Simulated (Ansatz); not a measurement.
# C₂H₆In (SMILES [CH3][In][CH3]) (doublet): what the fields show

Input file:

```
crystal:
  periodic: [false, false, false]
  atoms:
    - symbol: C
      position_ang: [0.969735, 0.612538, -1.487702]
    - symbol: C
      position_ang: [3.606851, 2.583646, 0.359930]
    - symbol: In
      position_ang: [1.507363, 2.409464, -0.314856]
    - symbol: H
      position_ang: [1.214095, -0.281454, -0.891864]
    - symbol: H
      position_ang: [-0.094909, 0.594640, -1.755433]
    - symbol: H
      position_ang: [1.578663, 0.599832, -2.405932]
    - symbol: H
      position_ang: [4.265796, 2.519512, -0.520749]
    - symbol: H
      position_ang: [3.794923, 3.525957, 0.891038]
    - symbol: H
      position_ang: [3.830016, 1.736351, 1.028057]
basis:
  gaussian:
    orbitals: def2-TZVPD
magnetization:
  spin_polarized: true
  initial_magnetization: 1
hamiltonian:
  xc: pbe0
output:
  forces: true
  orbitals: {seedname: orbitals}
```

Command:

```sh
ansatz run input.yaml --threads 2 --pin off --max-ram 4350MiB --events-out events.jsonl --progress --plain --runs-dir runs
```

Geometry: PBE0-D3(BJ)/def2-SVP; core potentials replace the inner electrons of In.

The calculation used Ansatz 0.2.0, isolated molecule in a Gaussian basis; Kohn-Sham density functional theory, functional PBE0.

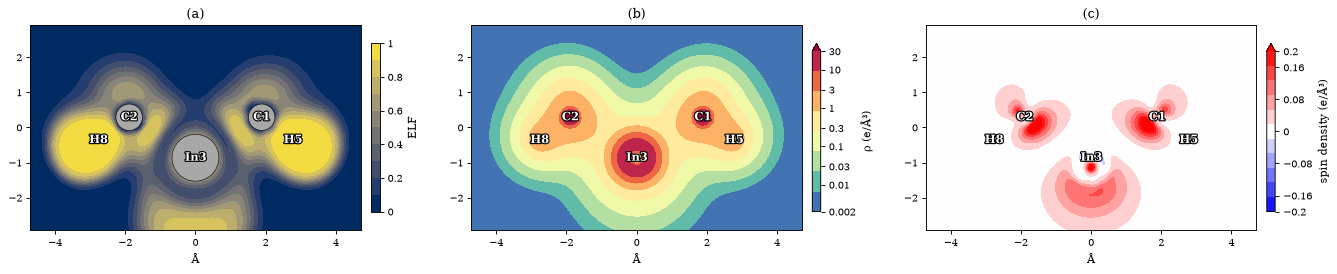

Figure 1. (a) ELF; (b) electron density; (c) spin density (α minus β) on the plane of atoms In3, C1 and H5. Grey discs cover the atomic cores in the ELF map.

Q: Describe what can be read from this map.

A: Atoms in the plane: C, In and H. C–In (2.21 Å): ρ at the midpoint is about 0.6 e/Å³; the ELF peaks at about 0.90 in the valence shell of C, 0.6 Å from its nucleus, and drops to about 0.20 between the two atoms. C–H (1.10 Å): ρ at the midpoint is about 1.9 e/Å³; the ELF climbs to about 1 towards the hydrogen, as it does in any bond to H: an ordinary covalent bond to hydrogen. The unpaired spin (1 electron) lies mostly on In3 (about 0.7), C1 (about 0.1) and C2 (about 0.1), in electrons by Hirshfeld's partition.

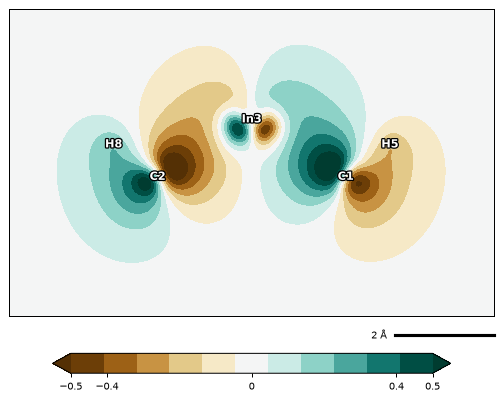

Figure 2. The HOMO−1 (α) on the plane of atoms In3, C2 and H8 (values in Å⁻³ᐟ²; the overall sign is arbitrary).

Q: Where does this orbital lie, and at what energy?

A: It lies mainly on C1 (about 30 %), C2 (about 30 %) and In3 (about 25 %). Its energy is −7.33 eV.

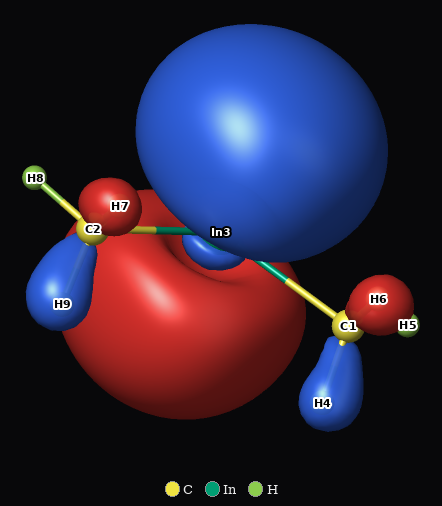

Figure 3. One frontier orbital at ±0.08 Å⁻³ᐟ² (red and blue are the two phases), seen at an oblique angle.

Q: Which orbital is it: HOMO (α) or LUMO (α)?

A: The LUMO (α), at −1.43 eV. Its weight (Hirshfeld) is mainly on In3 (about 85 %).
